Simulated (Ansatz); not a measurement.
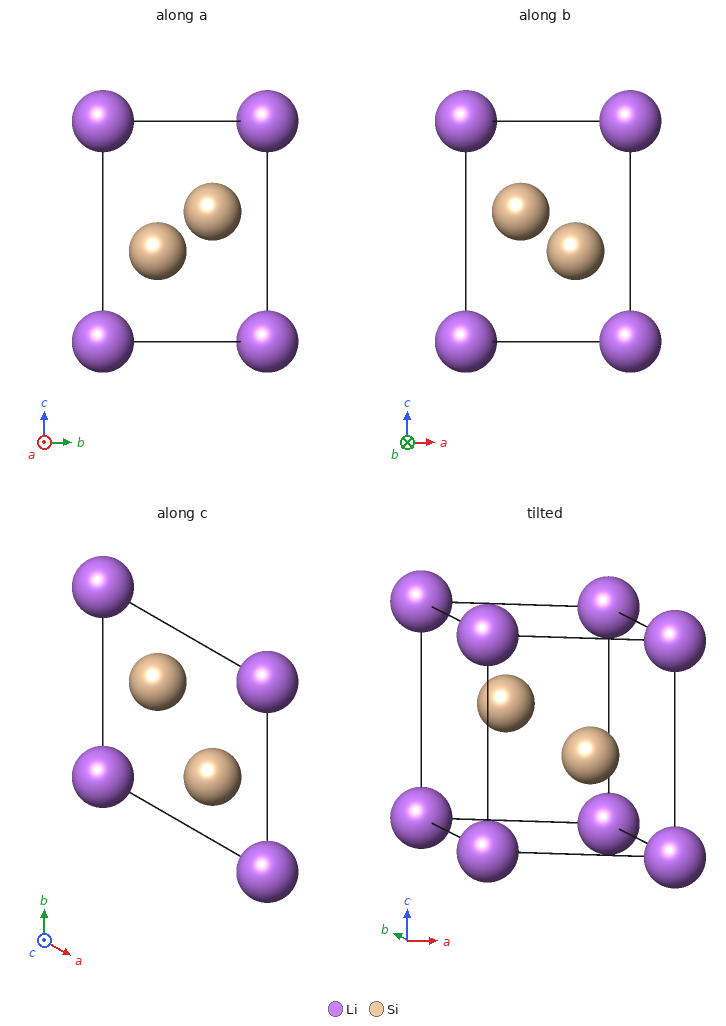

Spheres-only drawing of the structure, looking along the a axis, along the b axis, along the c axis and slightly off an axis. One conventional unit cell is framed, with atoms on its boundary repeated.

Lattice parameters: a = 3.811 Å, b = 3.811 Å, c = 4.424 Å, α = 90.00°, β = 90.00°, γ = 120.00°.

**Reconstruct the structure as a table of Wyckoff sites, with free fractional coordinates to two decimals.**

Space group P-3m1 (No. 164).
| atom | site | x | y | z |
| --- | --- | --- | --- | --- |
| Li | 1a | 0.00 | 0.00 | 0.00 |
| Si | 2d | 0.3333 | 0.6667 | 0.59 |

Starting structure: a structure type filled with these elements by a generator (whether the compound takes this form wasn't checked). Earlier steps of the study may have refined or changed the cell and positions. It went into a calculation with Ansatz.
